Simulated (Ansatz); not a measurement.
# PH3 (phosphine): PBE0/aug-cc-pVTZ

What is the energy change on altering one bond length of PH3 (phosphine) at PBE0/aug-cc-pVTZ? 

The calculation is run with Ansatz 0.2.0.

34 further runs of the same task are left out: 34 set aside as unsound or not needed.

### Step 1. Starting point

PH3 has 4 atoms, charge 0, and is taken as a singlet. SMILES: `P`. The shape is that of a PBE0-D4/def2-TZVP optimisation.

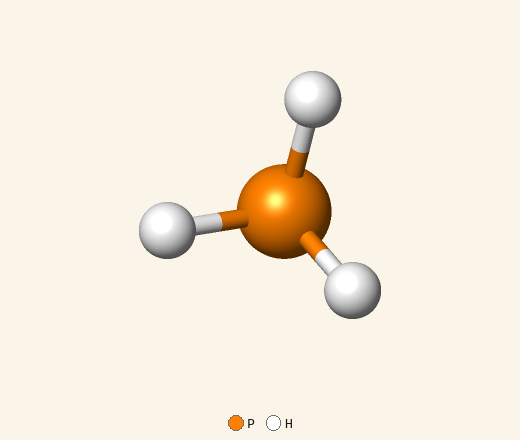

The structure, seen from a chosen angle (phosphorus orange, hydrogen white).

### Step 2. A single-point energy at PBE0/aug-cc-pVTZ

Input file job.yaml:

```yaml
crystal:
  periodic: [false, false, false]
  atoms:
    - symbol: P
      position_ang: [0.346000, -0.326500, -0.332800]
    - symbol: H
      position_ang: [0.630900, -0.034000, 1.027000]
    - symbol: H
      position_ang: [-1.005500, -0.663000, -0.057200]
    - symbol: H
      position_ang: [0.028700, 1.023500, -0.636900]
basis:
  gaussian:
    orbitals: aug-cc-pVTZ
total_charge: 0
hamiltonian:
  xc: {name: PBE0}
accuracy: high
output: {orbitals: {seedname: orbitals}}
```

The run is started by

```console
ansatz run job.yaml --threads 1 --pin off --max-ram 3480MiB --events-out events.jsonl --progress --plain --runs-dir runs
```

Standard output:

```text
Warning: RAYON_NUM_THREADS=1 ignored (pool sized by the plan → 1); use --threads N
Functional definition: PBE0
  name "PBE0"
  parameter a = 0.25
  parameter kappa = 0.804
  parameter beta = 0.06672455060314922
  exchange = (1 - a)*pbe_x(kappa = kappa, mu = beta*pi^2/3) + a*exact_x
  correlation = pbe_c(beta = beta)
1842 factors; integrals over basis functions are off by at most 3.1e-9 eV
mean field evaluation 1: about -9333.5628 eV, gradient 1.2e1 eV
mean field evaluation 2: about -9333.8654 eV, gradient 8.5e0 eV
mean field evaluation 4: about -9334.0558 eV, gradient 2.7e-1 eV
mean field evaluation 8: about -9334.0558 eV, gradient 4.7e-3 eV
mean field -9334.05576846 eV, -343.0202226406 hartree, gradient 4.7e-8 eV, S^2 0.000000; 0 other end points of the search recorded, 0 dependent functions left out
reference -9334.05577259 eV, -343.0202227923 hartree; 9, 9 occupied and 110, 110 virtual orbitals, 1842 factors
Total energy: -9334.05577259 eV, -343.0202227923 hartree
```

Wall time 3.6 s (1 thread of Intel Xeon Platinum 8488C (Sapphire Rapids), shared host); peak memory 0.3 GiB.

### Step 3. The distorted shape at the same level

Input file job.yaml:

```yaml
crystal:
  periodic: [false, false, false]
  atoms:
    - symbol: P
      position_ang: [0.504648, -1.001493, -0.180752]
    - symbol: H
      position_ang: [0.789548, -0.708993, 1.179048]
    - symbol: H
      position_ang: [-0.846852, -1.337993, 0.094848]
    - symbol: H
      position_ang: [0.028700, 1.023500, -0.636900]
basis:
  gaussian: {orbitals: aug-cc-pVTZ}
accuracy: high
hamiltonian: {xc: pbe0}
total_charge: 0
output: {orbitals: {seedname: orbitals}}
```

The run is started by

```console
ansatz run job.yaml --threads 1 --pin off --max-ram 3480MiB --events-out events.jsonl --progress --plain --runs-dir runs
```

Standard output, shortened:

```text
Warning: RAYON_NUM_THREADS=1 ignored (pool sized by the plan → 1); use --threads N
[... 7 set-up lines as earlier in the session ...]
1851 factors; integrals over basis functions are off by at most 3.7e-9 eV
mean field evaluation 1: about -9331.5575 eV, gradient 1.1e1 eV
mean field evaluation 2: about -9331.3706 eV, gradient 1.2e1 eV
mean field evaluation 4: about -9332.0224 eV, gradient 5.4e-1 eV
mean field evaluation 8: about -9332.0228 eV, gradient 9.5e-3 eV
mean field evaluation 16: about -9332.0228 eV, gradient 1.5e-6 eV
mean field -9332.02277412 eV, -342.9455114766 hartree, gradient 5.6e-8 eV, S^2 0.000000; 0 other end points of the search recorded, 0 dependent functions left out
reference -9332.02277867 eV, -342.9455116440 hartree; 9, 9 occupied and 110, 110 virtual orbitals, 1851 factors
Total energy: -9332.02277867 eV, -342.9455116440 hartree
```

It took 3.9 s on 1 thread of Intel Xeon Platinum 8488C (Sapphire Rapids), shared host; peak memory 0.3 GiB.

### Step 4. Outcome

Level: PBE0/aug-cc-pVTZ.

```
                                                         quantity          value
                                        first shape: total energy  -343.02022 Eh
                                         first shape: HOMO energy       -7.89 eV
                                         first shape: LUMO energy       -0.18 eV
                                       first shape: HOMO–LUMO gap        7.71 eV
                                    distorted shape: total energy  -342.94551 Eh
                                     distorted shape: HOMO energy       -7.91 eV
                                     distorted shape: LUMO energy       -2.29 eV
                                   distorted shape: HOMO–LUMO gap        5.62 eV
energy change with the P1–H4 bond stretched from 1.420 to 2.130 Å       2.033 eV
```

What this shows: With the P1–H4 bond stretched from 1.420 to 2.130 Å the energy rises by 2.03 eV (196 kJ/mol).
